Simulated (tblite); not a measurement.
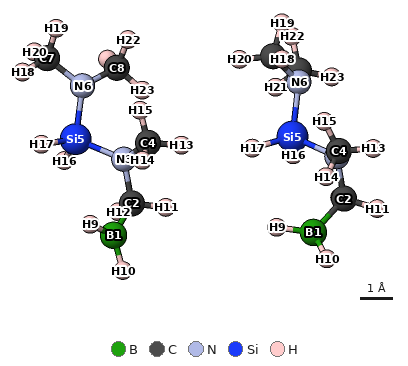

Two geometries of C₄H₁₅BN₂Si, drawn at one scale. One is the start of a relaxation, the other its converged end. A ball-and-stick model, seen from a free direction.

The calculation used GFN2-xTB geometry optimisation, gas phase (tblite). 

Which geometry has the lower energy?

Answer. The left one is the relaxed one. Over 257 geometry steps the energy falls by 1.010 eV. H18 moves most after the best rigid fit: 2.09 Å. Largest moves by element: H 2.09 Å, C 1.13 Å, N 0.47 Å, B 0.46 Å, Si 0.43 Å. Some distances before and after: Si5–N6 1.771 → 1.721 Å, B1–H10 1.212 → 1.169 Å, C4–H13 1.138 → 1.096 Å, N3–Si5 1.755 → 1.715 Å. Among the angles between lasting bonds that change: C2–N3–Si5 108.6° → 119.4°, N6–Si5–H16 105.8° → 116.4°, N6–Si5–H17 113.6° → 103.9°. Groups turn about Si5–N6 by about 65°, B1–C2 by about 50°, N6–C8 by about 45°.
